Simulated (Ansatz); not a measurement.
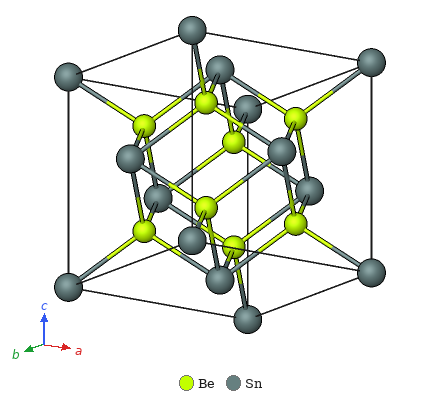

The structure; the drawing may span several cells.

Given this structure, the geometry relaxed with DFT PBEsol, scalar-relativistic, plane waves, PAW (Ansatz); the starting structure was generated, so it need not be a known form of this composition, written in its standard cell:

```
CELL_PARAMETERS angstrom
5.75992 0.00000 0.00000
0.00000 5.75992 0.00000
0.00000 0.00000 5.75992
ATOMIC_POSITIONS crystal
Be 0.25000 0.25000 0.75000
Be 0.25000 0.75000 0.75000
Sn 0.00000 0.00000 0.00000
Be 0.25000 0.75000 0.25000
Be 0.25000 0.25000 0.25000
Sn 0.00000 0.50000 0.50000
Be 0.75000 0.25000 0.25000
Be 0.75000 0.75000 0.25000
Sn 0.50000 0.00000 0.50000
Be 0.75000 0.75000 0.75000
Be 0.75000 0.25000 0.75000
Sn 0.50000 0.50000 0.00000
```

Predict the [111] zone-axis pattern (80 kV, kinematic, B = 0.5 Å²).

Answer. The spots form a hexagonal net with both shortest vectors at d = 2.04 Å, 60.0° apart. They are -2 2 0 and -2 0 2. The pattern has symmetry 6mm. The lattice centring (F) removes all reflections that break h + k = 2n, h + l = 2n.

Strongest reflections with d > 0.80 Å, one of each family (|F|² from tabulated Gaussian fits of the electron scattering factors, times a small damping for the curvature of the Ewald sphere):

| hkl | d (Å) | I (strongest = 100) |
| --- | --- | --- |
| 2 0 -2 | 2.036 | 100 |
| 4 -2 -2 | 1.176 | 24 |
| 4 0 -4 | 1.018 | 15 |

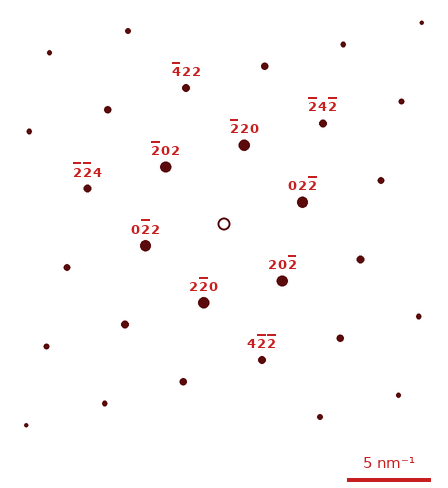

Calculated pattern, seen from the source side with [111] pointing towards the source.
